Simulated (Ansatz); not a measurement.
# CH7GeN (SMILES N[CH2][GeH3]): what the fields show

```json
{"atom": "N", "x (Å)": "-1.3828", "y (Å)": "0.3395", "z (Å)": "-0.5526"}
{"atom": "C", "x (Å)": "0.0274", "y (Å)": "0.6449", "z (Å)": "-0.3652"}
{"atom": "Ge", "x (Å)": "0.8468", "y (Å)": "-0.6872", "z (Å)": "0.8255"}
{"atom": "H", "x (Å)": "-1.5019", "y (Å)": "-0.5472", "z (Å)": "-1.0257"}
{"atom": "H", "x (Å)": "-1.8361", "y (Å)": "1.0432", "z (Å)": "-1.1225"}
{"atom": "H", "x (Å)": "0.6199", "y (Å)": "0.7063", "z (Å)": "-1.2899"}
{"atom": "H", "x (Å)": "0.1179", "y (Å)": "1.6133", "z (Å)": "0.1340"}
{"atom": "H", "x (Å)": "0.5667", "y (Å)": "-2.0968", "z (Å)": "0.2670"}
{"atom": "H", "x (Å)": "0.2537", "y (Å)": "-0.5872", "z (Å)": "2.2392"}
{"atom": "H", "x (Å)": "2.3715", "y (Å)": "-0.4798", "z (Å)": "0.8930"}
```

Geometry: PBE0-D4/def2-TZVP.

Theory: RKS PBE0-D4/def2-TZVPP in Ansatz.

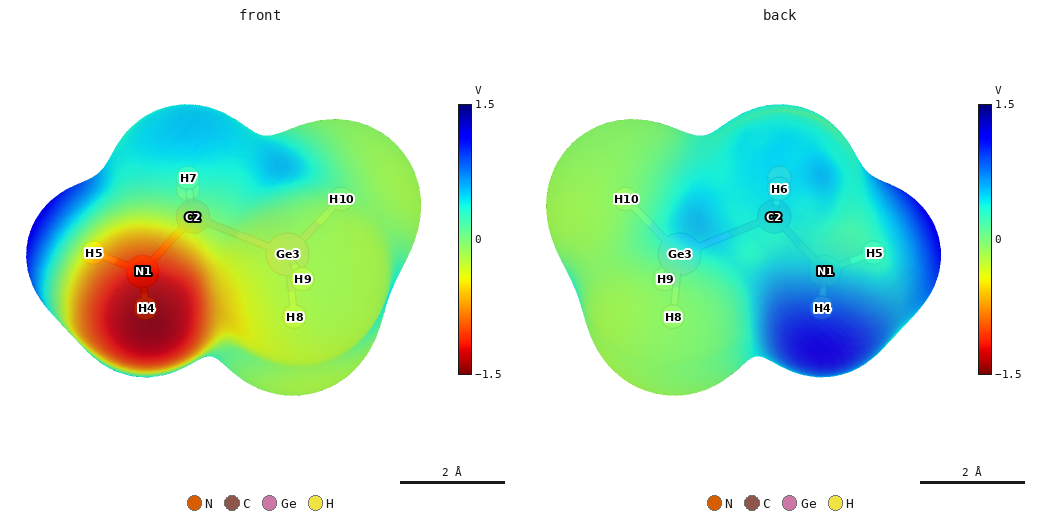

Figure 1. The molecular electrostatic potential painted on the density surface at 0.001 e/bohr³, seen from the front and from behind; the colour scale runs from red (negative) to blue (positive).

Which sites attract a positive test charge, and which a negative one?

A positive charge is drawn to the negative regions and a negative charge to the positive ones. The most negative region (about −1.4 V) lies over N1, the most positive (about +1.1 V) over H4 and H5. N1 is the likeliest acceptor of a hydrogen bond.

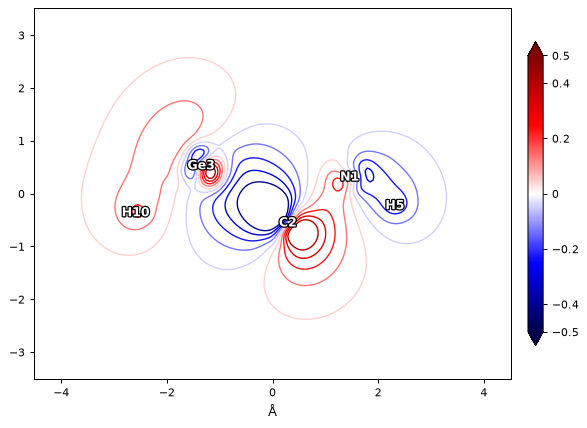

Figure 2. The HOMO−1 on the plane of atoms C2, N1 and H5 (values in Å⁻³ᐟ²; the overall sign is arbitrary).

Where does this orbital lie, and at what energy?

Its weight (Hirshfeld) is mainly on C2 (about 35 %), Ge3 (about 25 %), N1 (about 15 %), H8 (about 10 %) and H7 (about 10 %). Its energy is −8.75 eV.

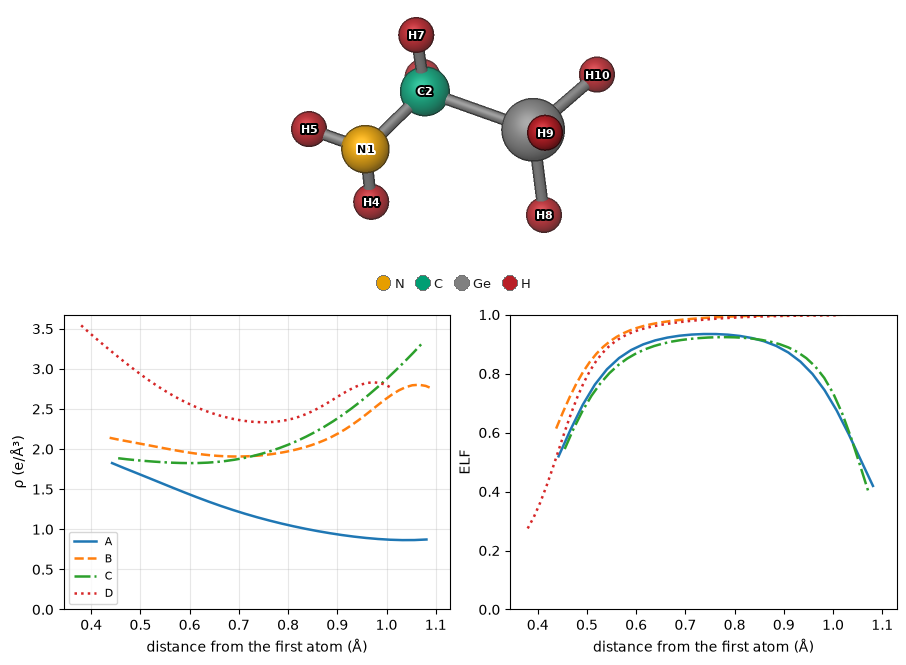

Figure 3. Total electron density and electron localisation function along straight lines between neighbouring atoms. The curves leave out the atomic cores. The structure is drawn too.

Which curve belongs to which contact (C–Ge, C–H, C–N and N–H)? The first atom named is at distance zero.

Curve A: C–Ge (1.97 Å): ρ is about 0.88 e/Å³ halfway; the ELF peaks at about 0.95 in the valence shell of C, 0.7 Å from its nucleus, and is about 0.75 at the midpoint. Curve B: C–H (1.09 Å): the density is about 2 e/Å³ at the midpoint; the ELF climbs to about 1 towards the hydrogen, as it does in any bond to H: an ordinary covalent bond to hydrogen. Curve C: C–N (1.45 Å): the density is about 1.9 e/Å³ at the midpoint; the ELF peaks at about 0.90 between the atoms (a covalent bond). Curve D: N–H (1.01 Å): ρ is about 2.9 e/Å³ halfway; the ELF climbs to about 1 towards the hydrogen; an ordinary covalent bond to hydrogen.
